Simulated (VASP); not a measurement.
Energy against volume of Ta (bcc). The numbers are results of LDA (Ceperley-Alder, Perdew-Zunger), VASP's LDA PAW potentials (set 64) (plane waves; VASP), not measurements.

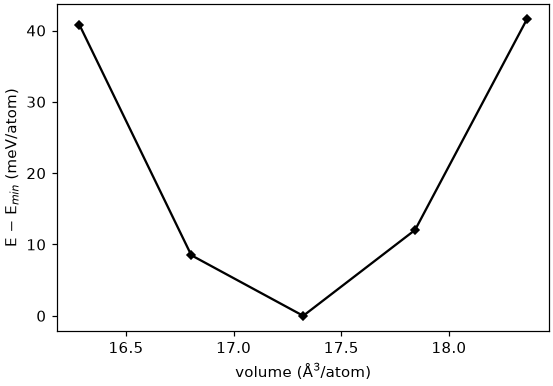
*Energy against volume*

Problem. Estimate the equilibrium volume and the bulk modulus.

Solution. The minimum lies near 17.3 Å³/atom, and the curvature gives B0 of about 210 GPa.

Measured: bulk modulus 198 GPa at 0 K (computed value off by +7.4 %), as given by H. Levämäki et al., Physical Review B (2014), arXiv:1402.3671 [corrected for temperature and zero-point phonon effects]; a 3.299 Å at 0 K (computed value off by -1.3 %), as given by Daniel Mejia-Rodriguez et al., Physical Review B (2018), arXiv:1807.09216 [static lattice: zero-point anharmonic expansion removed].

The compound is Ta in the bcc structure. It was relaxed first.
